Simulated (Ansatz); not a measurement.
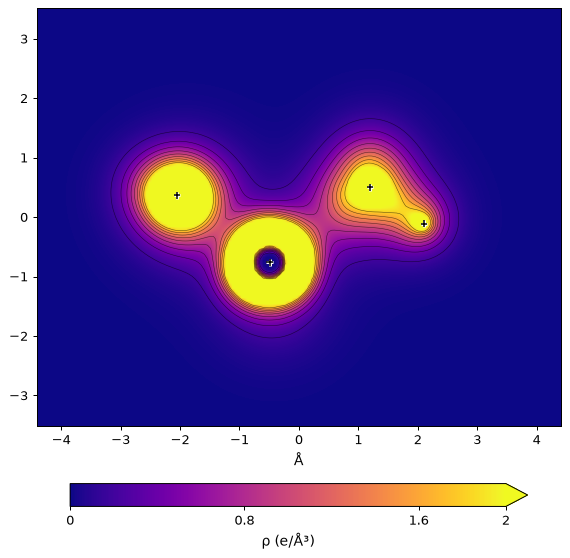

The electron density on a plane through atoms (crosses mark nuclei in the plane).

Method: RKS PBE0-D4/def2-TZVPP in Ansatz.

Candidates:
A. CH5MoNO2 (SMILES [CH3][Mo]([NH2])(=[O])=[O])
B. C2H6AlCl3O (SMILES C[O+](C)[Al-]([Cl])([Cl])[Cl])
C. H4O3SeTi (SMILES [OH][Ti]([OH])([OH])[SeH])

> Which candidate gave the map?

Candidate A: CH5MoNO2 on the plane of atoms C1, Mo2 and N3, which holds C, Mo, N and H. Mo–N (1.92 Å): ρ is about 1.1 e/Å³ halfway. C–Mo (2.11 Å): ρ at the midpoint is about 0.91 e/Å³.
